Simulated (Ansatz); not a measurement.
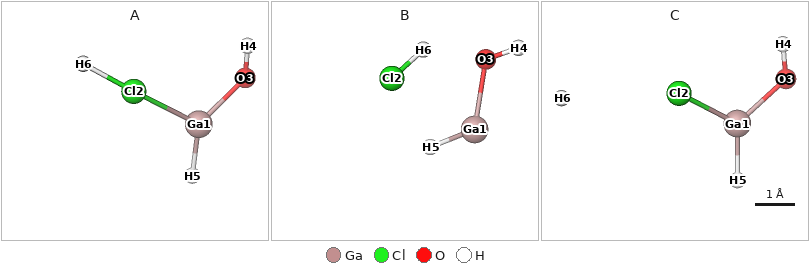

3 geometries from a converged minimum-energy path of GaH₃OCl (multiplicity 2), made up at the start of GaH₂OCl and H, shuffled. The picture is a ball-and-stick view, seen at a tilt.

These are results of Ansatz, UKS CAM-B3LYP-D4/def2-SVP, not measurements. Run with 5 movable images; climbing image; force threshold 0.03 eV/Å; iteration limit 60; starting path through a guess of the saddle point.

**Which of them lies highest in energy?**

A. In order along the path, whose images run from 0 to 6: C (image 0, 0.0 kcal/mol), A (image 3, +15.4 kcal/mol), B (image 5, −7.1 kcal/mol). Forming: O3–H6 (5.98 → 4.87 at the top → 0.98 Å).

Limits of the set-up: the start holds two separate molecules, 3.0 Å apart at their closest, whose relative position is a soft coordinate.

The run took 6 min on 4 threads of Intel(R) Xeon(R) CPU @ 2.80GHz (Skylake/Cascade Lake), on a shared host, peak memory 0.3 GiB.
